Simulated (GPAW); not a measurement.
# H2O: calculation of the molecule and its ions

The run: calculation of the molecule and its ions of H2O, SMILES O. Method and program: PBE0/plane waves, scalar-relativistic datasets (GPAW 26.7.0).

The geometry comes from this level: PBE0-D4/def2-TZVP.

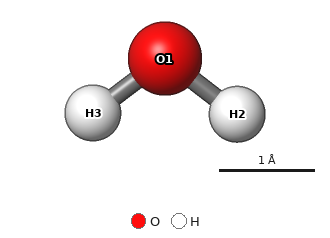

Figure 1. The input geometry (ball-and-stick view, seen on its broad side; atoms are numbered from 1 in the order of the input). Bond lengths as drawn: H–O 0.96 Å.

### The input (gs_ipea.py)
```python
from ase import Atoms
from gpaw import GPAW, PW

molecule = Atoms('OHH',
    positions=[[ -0.302700,   0.200200,  -0.140600],
               [  0.466500,   0.548400,   0.315300],
               [ -0.163800,  -0.748600,  -0.174700]])
molecule.center(vacuum=4.5)

energies = {}
for name, charge, unpaired in [('neutral', 0, 0), ('oxidised', 1, 1)]:
    molecule.set_initial_magnetic_moments([unpaired / len(molecule)] * len(molecule))
    calc = GPAW(mode=PW(500),
                xc='PBE0',
                charge=charge,
                occupations={'name': 'fermi-dirac', 'width': 0.0, 'fixmagmom': unpaired > 0},
                maxiter=100,
                symmetry='off',
                txt=f'{name}.txt')
    molecule.calc = calc
    energies[name] = molecule.get_potential_energy()
    print(f'{name:10} {energies[name]:12.5f} eV')

ip = energies['oxidised'] - energies['neutral']
print(f'Vertical IP             {ip:.3f} eV')
```

Launched with:
```bash
python gs_ipea.py > gs_ipea.log
```

### The program's output
```
neutral       -13.95684 eV
oxidised       -1.35109 eV
Vertical IP             12.606 eV
```

### Results in brief

- outcome: converged
- ionisation energy: 12.61 eV
- hardware: 1 thread of Intel Xeon (Granite Rapids), 16 GiB of memory available, shared host
- wall time: 39 s
- peak memory: 0.66 GiB
